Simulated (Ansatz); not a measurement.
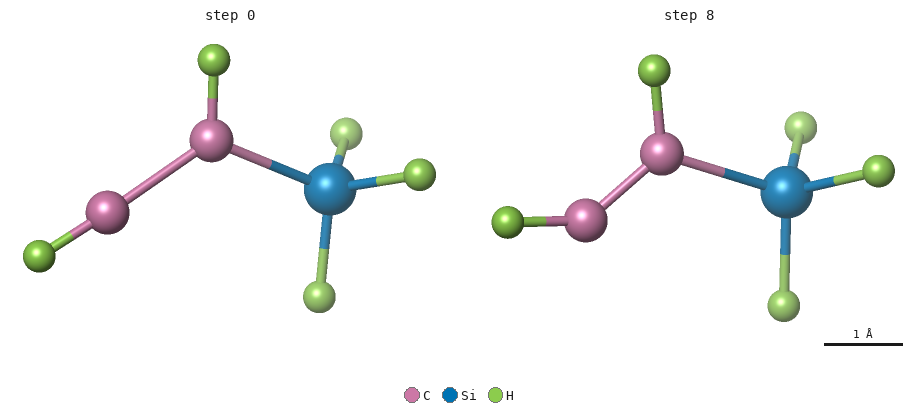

The structure of C$_{2}$H$_{5}$Si (multiplicity 2) before (left) and after (right) a relaxation, at one scale.

A ball-and-stick model, seen at a tilt.

It is one of the separated reactants of a reaction.

Theory: UKS PBE-D4/def2-SVP in Ansatz 0.2.0. Settings: force threshold 0.03 eV/Å; at most 250 steps.

Summarise the run.

Answer. An H atom moves most after the best rigid fit: 0.45 Å. By element the largest moves are H 0.45 Å, C 0.30 Å, Si 0.05 Å. Near-neighbour distances that change, for instance: C–C 1.668 → 1.319 Å, H–Si 1.420 → 1.507 Å, C–H 1.060 → 1.117 Å, C–Si 1.861 → 1.889 Å. Bond angles that change, for instance: C–C–H 177.7° → 139.6°, Si–C–H 114.4° → 117.1°, C–C–Si 125.0° → 122.7°. After 7 accepted moves (8 points after the start) the energy has fallen by 59.6 kcal/mol. The largest force component goes from 8.5 to 0.019 eV/Å. The line search rejected the trial step at point 2 of the run. The run took 29 s on 2 threads of Intel Xeon Platinum 8259CL @ 2.50GHz, with other jobs on the host.
